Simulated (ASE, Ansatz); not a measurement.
## AlAs/InAs superlattice along [001] (512 atoms): a reference run and its variants

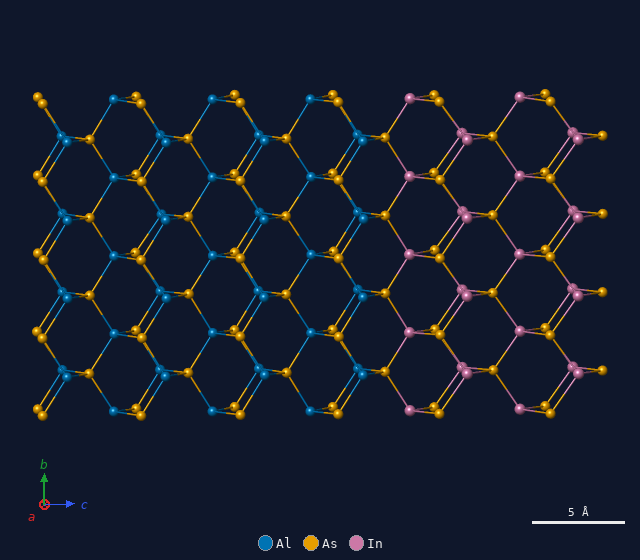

The cell (aluminium blue, arsenic orange, indium pink). Drawn is a stretch of 31 Å of the 45 Å that the cell measures along c and a slice 8 Å thick, seen along the normal of the bc plane.

The cell holds 512 atoms: 160 Al, 256 As and 96 In. Its edges and angles: a = 17.135 Å, b = 17.135 Å, c = 45.181 Å, α = 90.0°, β = 90.0°, γ = 90.0°. It derives from AlAs and InAs. Zinc-blende lattice with in-plane constant 6.058 Å; 5 periods of AlAs and 3 of InAs along [001], 4 x 4 in-plane cells; the two parts stretched along z by 0.8916 and 1.0; not relaxed, displaced by a Gaussian of 0.02 Å. Regions: AlAs, 320 atoms (160 Al and 160 As); InAs, 192 atoms (96 In and 96 As).

Geometry: as built.

Reference run: Kohn-Sham DFT, PBE, PAW (set soft_2), plane waves (Ansatz 0.2.0), cutoff 420 eV, Γ point, fermi-dirac smearing of 0.05 eV.

```
r.m.s. force component                           : 0.3161 eV/Å
pressure                                         : -0.4372 GPa
spacing of highest filled and lowest empty level : 0.3318 eV
SCF cycles                                       : 12
time                                             : 28 s on 1 × NVIDIA GB200 with 32 threads of Arm Neoverse V2, shared host
```

**Question.** The same geometry is run again with each of these changes. How far do the results move, and how long does each run take?
- support functions low
- support functions medium
- support functions high
- support functions medium, spacing 0.411 Å (grid laid 0.377 Å)
- support functions medium, spacing 0.343 Å (grid laid 0.317 Å)
- support functions medium, spacing 0.297 Å (grid laid 0.286 Å)
- support functions medium, spacing 0.263 Å (grid laid 0.251 Å)

Differences are against the plane-wave reference (Kohn-Sham DFT, PBE, PAW (set soft_2), plane waves), whose r.m.s. force component is 0.316 eV/Å. Energies are set beside the reference only for runs with its functional, potentials and electron count. Times are for 1 × NVIDIA GB200 with 32 threads of Arm Neoverse V2, shared host. The reference's time includes the DOS, the stress and grids, which some other runs skip.

```csv
run,"Δ force, r.m.s. (meV/Å)",share of r.m.s. force (%),Δ energy (meV/atom),Δ gap (eV),cycles,time,host memory (GiB),planned on the GPU (GiB)
reference,-,-,-,-,12,28 s,9.7,86
support functions low,0.222,0.0704,-0.911,-1.0e-4,13,15 s,2.9,18
support functions medium,0.213,0.0673,-0.911,-1.0e-4,16,16 s,3.0,18
support functions high,0.088,0.0277,-0.903,0,19,28 s,3.2,29
"support functions medium, spacing 0.411 Å (grid laid 0.377 Å)",104,32.9,534,-0.044,16,14 s,2.8,12
"support functions medium, spacing 0.343 Å (grid laid 0.317 Å)",6.30,1.99,-0.504,-0.001,15,13 s,2.8,12
"support functions medium, spacing 0.297 Å (grid laid 0.286 Å)",3.52,1.11,-3.93,0,16,14 s,2.9,12
"support functions medium, spacing 0.263 Å (grid laid 0.251 Å)",0.668,0.211,-1.40,-1.0e-4,16,14 s,2.9,14
```

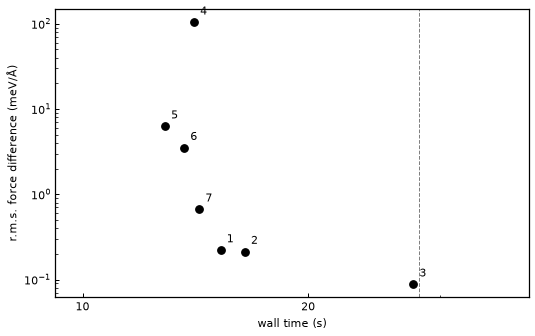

Force difference from the reference against wall time; the dashed line marks the reference's time. Points: 1 support functions low; 2 support functions medium; 3 support functions high; 4 support functions medium, spacing 0.411 Å (grid laid 0.377 Å); 5 support functions medium, spacing 0.343 Å (grid laid 0.317 Å); 6 support functions medium, spacing 0.297 Å (grid laid 0.286 Å); 7 support functions medium, spacing 0.263 Å (grid laid 0.251 Å).

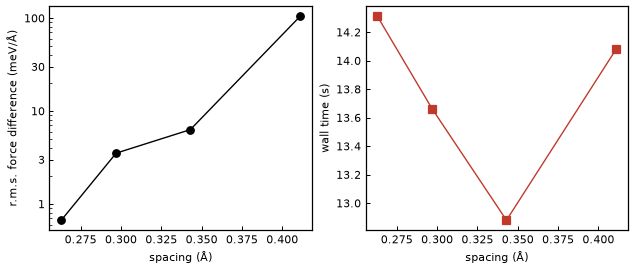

Force difference and time against the spacing.

Among numerical settings the force difference runs from 0.088 meV/Å (support functions high) to 104 meV/Å (support functions medium, spacing 0.411 Å (grid laid 0.377 Å)). Differences between support functions and plane waves include what basis error the plane-wave run still has. As the typed spacing goes from 0.263 to 0.411 Å, the force difference goes from 0.67 to 104 meV/Å, while the time lies between 13 s and 14 s. 

[Logs are printed without paths, hosts, clocks, repeated set-up lines and the standing remarks that a program may print on its own settings, such as how far it seeks lower states.]

[Hosts, paths, dates, database ids (printed as entryN), source tags and the programs' standing remarks are cut or masked in the printed files.]
